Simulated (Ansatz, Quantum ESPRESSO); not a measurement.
## Hf (Im-3m): from the cell to the phonon bands

How does Hf (Im-3m) vibrate, and is this structure a minimum?

Calculated with Quantum ESPRESSO 7.5; DFT LDA, scalar-relativistic, plane waves, PseudoDojo norm-conserving pseudopotentials.

This is not the structure that Hf takes at ambient pressure and room temperature (hexagonal, No. 194); it is a model or a phase of other conditions.

### Step 1. Starting point

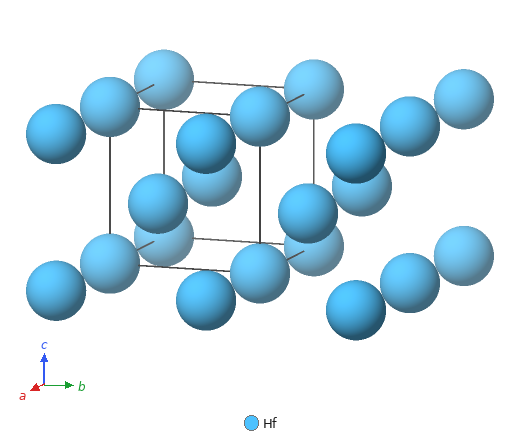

The starting structure, seen slightly off an axis (hafnium blue). 2×2×1 cells are drawn. This picture shows the conventional cell, with its axes. Some periodic images of atoms are drawn too.

Coordinates:

```cif
data_structure
_symmetry_space_group_name_H-M 'Im-3m'
_symmetry_Int_Tables_number 229
_cell_length_a 3.6100
_cell_length_b 3.6100
_cell_length_c 3.6100
_cell_angle_alpha 90.000
_cell_angle_beta 90.000
_cell_angle_gamma 90.000
_cell_volume 47.05
loop_
_atom_site_label
_atom_site_type_symbol
_atom_site_symmetry_multiplicity
_atom_site_Wyckoff_symbol
_atom_site_fract_x
_atom_site_fract_y
_atom_site_fract_z
_atom_site_occupancy
Hf1 Hf 2 a 0.00000 0.00000 0.00000 1
```

### Step 2. A first look

A cheap run with smearing and empty bands tells whether the crystal has a gap, which decides between fixed occupations and smearing later on.

probe.in reads:

```
 &control
    calculation='scf',
    prefix='x',
    outdir='./tmp',
    pseudo_dir='./pseudo',
    tprnfor=.true.,
    tstress=.true.,
    verbosity='high',
 /
 &system
    ibrav=3,
    celldm(1)=6.82191131,
    nat=1,
    ntyp=1,
    ecutwfc=58.0,
    occupations='smearing',
    smearing='gaussian',
    degauss=0.01,
 /
 &electrons
    conv_thr=1.0d-07,
    mixing_beta=0.7,
    electron_maxstep=100,
 /
ATOMIC_SPECIES
 Hf    178.4900  Hf.upf
ATOMIC_POSITIONS crystal
 Hf     0.000000000   0.000000000   0.000000000
K_POINTS automatic
 8 8 8 0 0 0
```

On the command line:

```
OMP_NUM_THREADS=1 mpirun -n 4 pw.x -nk 4 -in probe.in > probe.out
```

Log:

```text
[banners, grids, parts of the stress and lines that vanish by symmetry left out]
Program PWSCF v.7.5
     bravais-lattice index     =            3
     lattice parameter (alat)  =       6.8219  a.u.
[...]
kinetic-energy cutoff     =      58.0000  Ry
     charge density cutoff     =     232.0000  Ry
     scf convergence threshold =      1.0E-07
[...]
Exchange-correlation= SLA  PW   NOGX NOGC
                           (   1   4   0   0   0   0   0)
[...]
48 Sym. Ops., with inversion, found
[...]
(     0          1          0      )
                  (     0          0          1      )
[...]
(  0.0000000  1.0000000  0.0000000 )
                  (  0.0000000  0.0000000  1.0000000 )
[...]
(     1         -1          1      )
                  (     1          0          0      )
[...]
(  1.0000000  0.0000000  0.0000000 )
                  (  0.0000000 -1.0000000  0.0000000 )
[...]
(     1          0          0      )
                  (     0          0         -1      )
[...]
( -1.0000000  0.0000000  0.0000000 )
                  (  0.0000000  1.0000000  0.0000000 )
[...]
number of k points=    29  Gaussian smearing, width (Ry)=  0.0100
[...]
End of self-consistent calculation
[...]
the Fermi energy is    13.1291 ev
!    total energy              =    -112.87298326 Ry
[...]
convergence has been achieved in   5 iterations
[...]
atom    1 type  1   force =     0.00000000    0.00000000    0.00000000
[...]
Total force =     0.000000     Total SCF correction =     0.000000
[...]
total   stress  (Ry/bohr**3)                   (kbar)     P=     -136.29
[...]
XML data file, charge density, pseudopotentials, collected wavefunctions

   JOB DONE.
```

Elapsed: 2 s, on 4 MPI ranks of Arm Neoverse V1, shared host.

This step gave:

```
volume per atom   : 23.52 Å³
pressure          : -13.63 GPa
gap on the k-mesh : 0 eV
```

No gap opens on this mesh, so smearing is kept; the start stands at -14 GPa.

### Step 3. Relaxation

The harmonic expansion starts where the forces on the atoms vanish, and stress shifts the frequencies, so cell and atoms are relaxed with tight thresholds.

relax.in reads:

```
 &control
    calculation='vc-relax',
    prefix='x',
    outdir='./tmp',
    pseudo_dir='./pseudo',
    tprnfor=.true.,
    tstress=.true.,
    forc_conv_thr=2.0d-05,
    etot_conv_thr=1.0d-07,
    nstep=40,
 /
 &system
    ibrav=3,
    celldm(1)=6.82191131,
    nat=1,
    ntyp=1,
    ecutwfc=58.0,
    occupations='smearing',
    smearing='mv',
    degauss=0.02,
 /
 &electrons
    conv_thr=1.0d-11,
    mixing_beta=0.7,
    electron_maxstep=100,
 /
 &ions
 /
 &cell
    press_conv_thr=0.1,
 /
ATOMIC_SPECIES
 Hf    178.4900  Hf.upf
ATOMIC_POSITIONS crystal
 Hf     0.000000000   0.000000000   0.000000000
K_POINTS automatic
 12 12 12 0 0 0
```

On the command line:

```
OMP_NUM_THREADS=1 mpirun -n 4 pw.x -nk 4 -in relax.in > relax.out
```

Log:

```text
[banners, grids, parts of the stress and lines that vanish by symmetry left out]
[banner, memory and clock lines left out]
Program PWSCF v.7.5

[...]
kinetic-energy cutoff     =      58.0000  Ry
     charge density cutoff     =     232.0000  Ry
     scf convergence threshold =      1.0E-11
[...]
energy convergence thresh.=      1.0E-07
     force convergence thresh. =      2.0E-05
     press convergence thresh. =      1.0E-01
     Exchange-correlation= SLA  PW   NOGX NOGC
                           (   1   4   0   0   0   0   0)
[...]
48 Sym. Ops., with inversion, found
[...]
number of k points=    72  Marzari-Vanderbilt smearing, width (Ry)=  0.0200
[...]
End of self-consistent calculation
[...]
the Fermi energy is    13.1259 ev
!    total energy              =    -112.87171214 Ry
[...]
convergence has been achieved in   8 iterations
[...]
atom    1 type  1   force =     0.00000000    0.00000000    0.00000000
     Total force =     0.000000     Total SCF correction =     0.000000
[...]
total   stress  (Ry/bohr**3)                   (kbar)     P=     -136.85
[...]
number of bfgs steps    =   0
[...]
CELL_PARAMETERS (alat=  6.82191131)
[...]
ATOMIC_POSITIONS (crystal)
Hf               0.0000000000        0.0000000000        0.0000000000
[...]
New effective cutoffs (rho, wfc):  241.86   60.78
[...]
End of self-consistent calculation
[...]
the Fermi energy is    14.2432 ev
!    total energy              =    -112.87996959 Ry
[...]
convergence has been achieved in   6 iterations
[...]
atom    1 type  1   force =     0.00000000    0.00000000    0.00000000
     Total force =     0.000000     Total SCF correction =     0.000000
[...]
total   stress  (Ry/bohr**3)                   (kbar)     P=      -84.64
[...]
number of bfgs steps    =   1
[...]
CELL_PARAMETERS (alat=  6.82191131)
[...]
ATOMIC_POSITIONS (crystal)
Hf               0.0000000000        0.0000000000        0.0000000000
[...]
New effective cutoffs (rho, wfc):  259.33   65.18
[...]
End of self-consistent calculation
[...]
the Fermi energy is    16.0318 ev
!    total energy              =    -112.88345369 Ry
[...]
convergence has been achieved in   8 iterations
[...]
atom    1 type  1   force =     0.00000000    0.00000000    0.00000000
     Total force =     0.000000     Total SCF correction =     0.000000
[...]
total   stress  (Ry/bohr**3)                   (kbar)     P=       23.46
[...]
number of bfgs steps    =   2
[...]
CELL_PARAMETERS (alat=  6.82191131)
[...]
ATOMIC_POSITIONS (crystal)
Hf               0.0000000000        0.0000000000        0.0000000000
[...]
New effective cutoffs (rho, wfc):  255.59   64.24
[...]
End of self-consistent calculation
[...]
the Fermi energy is    15.6450 ev
!    total energy              =    -112.88365954 Ry
[...]
convergence has been achieved in   6 iterations
[...]
atom    1 type  1   force =     0.00000000    0.00000000    0.00000000
     Total force =     0.000000     Total SCF correction =     0.000000
[...]
total   stress  (Ry/bohr**3)                   (kbar)     P=       -2.42
[...]
number of bfgs steps    =   3
[...]
CELL_PARAMETERS (alat=  6.82191131)
[...]
ATOMIC_POSITIONS (crystal)
Hf               0.0000000000        0.0000000000        0.0000000000
[...]
New effective cutoffs (rho, wfc):  255.94   64.32
[...]
End of self-consistent calculation
[...]
the Fermi energy is    15.6813 ev
!    total energy              =    -112.88366190 Ry
[...]
convergence has been achieved in   5 iterations
[...]
atom    1 type  1   force =     0.00000000    0.00000000    0.00000000
     Total force =     0.000000     Total SCF correction =     0.000000
[...]
total   stress  (Ry/bohr**3)                   (kbar)     P=       -0.05
[...]
number of bfgs steps    =   4
[...]
small trust_radius: resetting bfgs history
[...]
CELL_PARAMETERS (alat=  6.82191131)
[...]
ATOMIC_POSITIONS (crystal)
Hf               0.0000000000        0.0000000000        0.0000000000
[...]
New effective cutoffs (rho, wfc):  255.94   64.33
[...]
End of self-consistent calculation
[...]
the Fermi energy is    15.6817 ev
!    total energy              =    -112.88366190 Ry
[...]
convergence has been achieved in   3 iterations
[...]
atom    1 type  1   force =     0.00000000    0.00000000    0.00000000
     Total force =     0.000000     Total SCF correction =     0.000000
[...]
total   stress  (Ry/bohr**3)                   (kbar)     P=       -0.02
[...]
bfgs converged in   6 scf cycles and   5 bfgs steps
[...]
End of BFGS Geometry Optimization
     Final enthalpy           =    -112.8836618988 Ry
     File ./tmp/x.bfgs deleted, as requested
[...]
CELL_PARAMETERS (alat=  6.82191131)
[...]
ATOMIC_POSITIONS (crystal)
Hf               0.0000000000        0.0000000000        0.0000000000
[...]
Final scf calculation at the relaxed structure.
[...]
kinetic-energy cutoff     =      58.0000  Ry
     charge density cutoff     =     232.0000  Ry
     scf convergence threshold =      1.0E-13
[...]
press convergence thresh. =      1.0E-01
     Exchange-correlation= SLA  PW   NOGX NOGC
                           (   1   4   0   0   0   0   0)
[...]
48 Sym. Ops., with inversion, found
[...]
number of k points=    72  Marzari-Vanderbilt smearing, width (Ry)=  0.0200
[...]
c_bands:  1 eigenvalues not converged
[...]
End of self-consistent calculation
[...]
the Fermi energy is    15.6818 ev
!    total energy              =    -112.88364684 Ry
[...]
convergence has been achieved in   9 iterations
[...]
atom    1 type  1   force =     0.00000000    0.00000000    0.00000000
     Total force =     0.000000     Total SCF correction =     0.000000
[...]
total   stress  (Ry/bohr**3)                   (kbar)     P=       -0.03
[...]
XML data file, charge density, pseudopotentials, collected wavefunctions
```

The job ended after 19 s (4 MPI ranks; 76 s of CPU time).

Relaxation path:

```
step  energy less that of the first step (eV)  largest force (eV/Å)  pressure (GPa)  volume (Å³)
   1                                   0.0000                0.0000          -13.68        23.52
   2                                  -0.1123                0.0000           -8.46        21.92
   3                                  -0.1598                0.0000            2.35        19.74
   4                                  -0.1626                0.0000           -0.24        20.18
   5                                  -0.1626                0.0000           -0.01        20.14
   6                                  -0.1626                0.0000            0.00        20.14
   7                                  -0.1624                0.0000            0.00        20.14
```

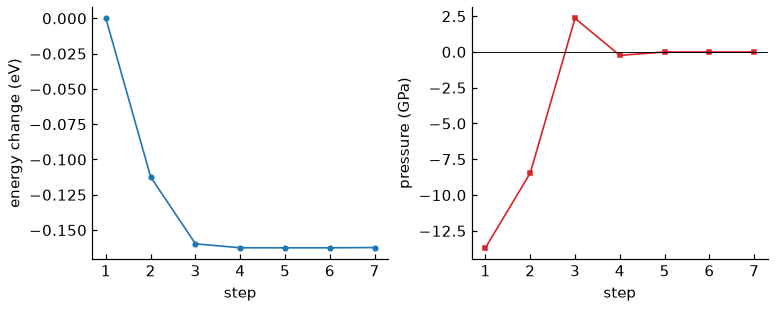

Energy and pressure along the relaxation.

```
conventional cell, symmetrised  before  after   change
                         a (Å)   3.610  3.428   -5.1 %
                         b (Å)   3.610  3.428   -5.1 %
                         c (Å)   3.610  3.428   -5.1 %
              volume (Å³/atom)   23.52  20.14  -14.4 %
```

The relaxed structure:

```cif
data_structure
_symmetry_space_group_name_H-M 'P 1'
_symmetry_Int_Tables_number 1
_cell_length_a 2.9684
_cell_length_b 2.9684
_cell_length_c 2.9684
_cell_angle_alpha 70.529
_cell_angle_beta 109.471
_cell_angle_gamma 70.529
_cell_volume 20.14
loop_
_atom_site_label
_atom_site_type_symbol
_atom_site_fract_x
_atom_site_fract_y
_atom_site_fract_z
_atom_site_occupancy
Hf1 Hf 0.00000 0.00000 0.00000 1
```

The last row of the table of steps is pw.x's closing run on a basis chosen anew for the final cell, so its energy can jump.

This step gave:

| Quantity | Value |
| --- | --- |
| volume per atom | 20.14 Å³ |
| pressure | -0.003000 GPa |

The volume changes by -14.4 % from the cell with which this run began.

### Step 4. Ground state

The response is built on this ground state, so it is converged far tighter than an energy would need. Smearing stays on, as the first look found no gap above 0.3 eV.

scf.in reads:

```
 &control
    calculation='scf',
    prefix='x',
    outdir='./tmp',
    pseudo_dir='./pseudo',
    tprnfor=.true.,
    tstress=.true.,
 /
 &system
    ibrav=3,
    celldm(1)=6.4772889,
    nat=1,
    ntyp=1,
    ecutwfc=58.0,
    occupations='smearing',
    smearing='mv',
    degauss=0.02,
 /
 &electrons
    conv_thr=1.0d-12,
    mixing_beta=0.7,
    electron_maxstep=100,
 /
ATOMIC_SPECIES
 Hf    178.4900  Hf.upf
ATOMIC_POSITIONS crystal
 Hf     0.000000000   0.000000000   0.000000000
K_POINTS automatic
 12 12 12 0 0 0
```

On the command line:

```
OMP_NUM_THREADS=1 mpirun -n 4 pw.x -nk 4 -in scf.in > scf.out
```

Log:

```text
[banners, grids, parts of the stress and lines that vanish by symmetry left out]
[banner, memory and clock lines left out]
Program PWSCF v.7.5

[...]
kinetic-energy cutoff     =      58.0000  Ry
     charge density cutoff     =     232.0000  Ry
     scf convergence threshold =      1.0E-12
[...]
Exchange-correlation= SLA  PW   NOGX NOGC
                           (   1   4   0   0   0   0   0)
[...]
48 Sym. Ops., with inversion, found
[...]
number of k points=    72  Marzari-Vanderbilt smearing, width (Ry)=  0.0200
[...]
End of self-consistent calculation
[...]
the Fermi energy is    15.6818 ev
!    total energy              =    -112.88364684 Ry
[...]
convergence has been achieved in   9 iterations
[...]
atom    1 type  1   force =     0.00000000    0.00000000    0.00000000
     Total force =     0.000000     Total SCF correction =     0.000000
[...]
total   stress  (Ry/bohr**3)                   (kbar)     P=       -0.03
[...]
XML data file, charge density, pseudopotentials, collected wavefunctions
```

It took 4.3 s on 4 MPI ranks; 17 s of CPU time.

The cell stands at -0.0030 GPa, close enough for phonons.

### Step 5. Levels on a dense mesh

The coupling is a sum over pairs of states at the Fermi level and needs a much denser mesh than the density does.

scf_fit.in, as its differences from scf.in of step 4:

```diff
@@ -17,5 +17,6 @@
     degauss=0.02,
+    la2F=.true.,
  /
  &electrons
-    conv_thr=1.0d-12,
+    conv_thr=1.0d-10,
     mixing_beta=0.7,
@@ -28,2 +29,2 @@
 K_POINTS automatic
- 12 12 12 0 0 0
+ 24 24 24 0 0 0
```

On the command line:

```
OMP_NUM_THREADS=1 mpirun -n 4 pw.x -nk 4 -in scf_fit.in > scf_fit.out
```

Log:

```text
[banners, grids, parts of the stress and lines that vanish by symmetry left out]
[banner, memory and clock lines left out]
Program PWSCF v.7.5

[...]
kinetic-energy cutoff     =      58.0000  Ry
     charge density cutoff     =     232.0000  Ry
     scf convergence threshold =      1.0E-10
[...]
Exchange-correlation= SLA  PW   NOGX NOGC
                           (   1   4   0   0   0   0   0)
[...]
48 Sym. Ops., with inversion, found
[...]
number of k points=   413  Marzari-Vanderbilt smearing, width (Ry)=  0.0200
[...]
End of self-consistent calculation
[...]
the Fermi energy is    15.7014 ev
!    total energy              =    -112.88360482 Ry
[...]
convergence has been achieved in   6 iterations
[...]
atom    1 type  1   force =     0.00000000    0.00000000    0.00000000
     Total force =     0.000000     Total SCF correction =     0.000000
[...]
total   stress  (Ry/bohr**3)                   (kbar)     P=       -0.41
[...]
XML data file, charge density, pseudopotentials, collected wavefunctions
```

Elapsed: 15 s, on 4 MPI ranks; 60 s of CPU time.

Numbers from this step:

- pressure: -0.04100 GPa

### Step 6. Self-consistent run for the response

The run on the dense mesh left its levels for the electron-phonon sums; ph.x needs the ground state on the coarse mesh, so pw.x runs once more in the same folder.

scf.in is that of step 4.

On the command line:

```
OMP_NUM_THREADS=1 mpirun -n 4 pw.x -nk 4 -in scf.in > scf.out
```

Log:

```text
[banners, grids, parts of the stress and lines that vanish by symmetry left out]
[banner, memory and clock lines left out]
Program PWSCF v.7.5

[...]
kinetic-energy cutoff     =      58.0000  Ry
     charge density cutoff     =     232.0000  Ry
     scf convergence threshold =      1.0E-12
[...]
Exchange-correlation= SLA  PW   NOGX NOGC
                           (   1   4   0   0   0   0   0)
[...]
48 Sym. Ops., with inversion, found
[...]
number of k points=    72  Marzari-Vanderbilt smearing, width (Ry)=  0.0200
[...]
End of self-consistent calculation
[...]
the Fermi energy is    15.6818 ev
!    total energy              =    -112.88364684 Ry
[...]
convergence has been achieved in   9 iterations
[...]
atom    1 type  1   force =     0.00000000    0.00000000    0.00000000
     Total force =     0.000000     Total SCF correction =     0.000000
[...]
total   stress  (Ry/bohr**3)                   (kbar)     P=       -0.03
[...]
XML data file, charge density, pseudopotentials, collected wavefunctions
```

The job ended after 4.1 s (4 MPI ranks; 16 s of CPU time).

Numbers from this step:

```yaml
pressure: -0.003000 GPa
```

(Continued in part 2 of 3.)

[Host names and launcher messages were left out of these logs when they were recorded.]

[Logs are printed without paths, hosts, clocks, repeated set-up lines and the standing remarks that a program may print on its own settings, such as how far it seeks lower states.]

[Hosts, paths, dates, database ids (printed as entryN), source tags and the programs' standing remarks are cut or masked in the printed files.]
